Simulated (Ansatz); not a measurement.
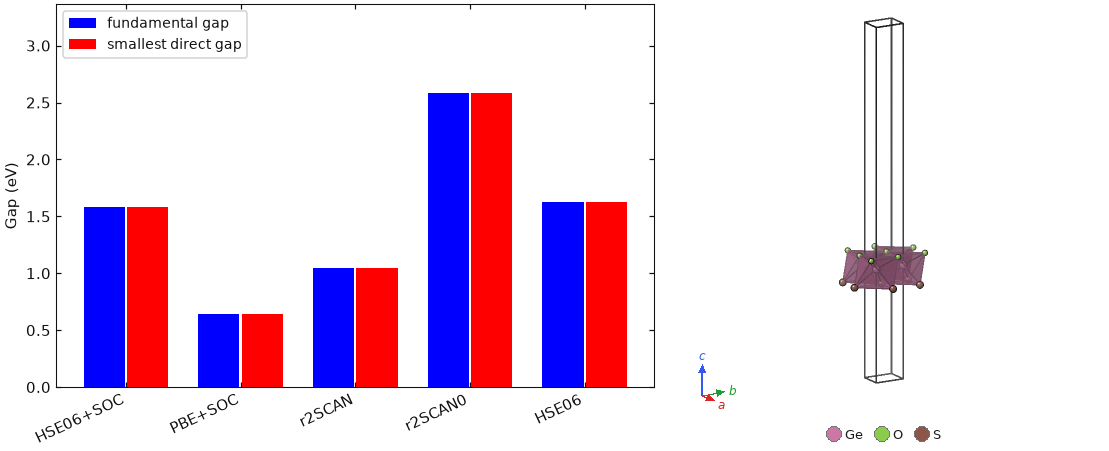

Gaps of GeSO (slab), 3 atoms in the cell, 1T monolayer (Janus) type, at several levels of theory on one cell (Ansatz, plane waves and PAW; edges over the mesh and the special points).

Question: How does the gap depend on the level, and does its kind change?

Answer: In rising order: PBE+SOC 0.64 eV, r2SCAN 1.05 eV, HSE06+SOC 1.58 eV, HSE06 1.62 eV and r2SCAN0 2.59 eV. It is direct at every level.
